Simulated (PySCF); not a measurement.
Vertical excitations of a molecule C2H11NSi2 from TDA-PBE/def2-SVPD in PySCF, as energy in eV (oscillator strength): 5.51 (0.016), 6.08 (0.012), 6.16 (0.108), 6.60 (0.037), 6.79 (0.020), 7.01 (0.013), 7.08 (0.006), 7.12 (0.003), 7.15 (0.000), 7.29 (0.000). Lowest triplet (TDA): 5.25 eV. Coordinates come from a PBE0-D3(BJ)/def2-SVP optimisation. Other conformers were not sampled.

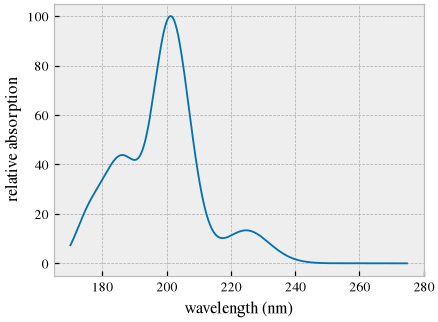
Figure. The lines broadened by 0.4 eV.

Problem. Pick the molecule that these values belong to.
(A) C[SiH2]N[SiH2]C
(B) C[Si@@H](N)C[SiH3]
(C) C[C@H](N)[SiH2][SiH3]
(D) CC(N)([SiH3])[SiH3]

Solution. A, C[SiH2]N[SiH2]C
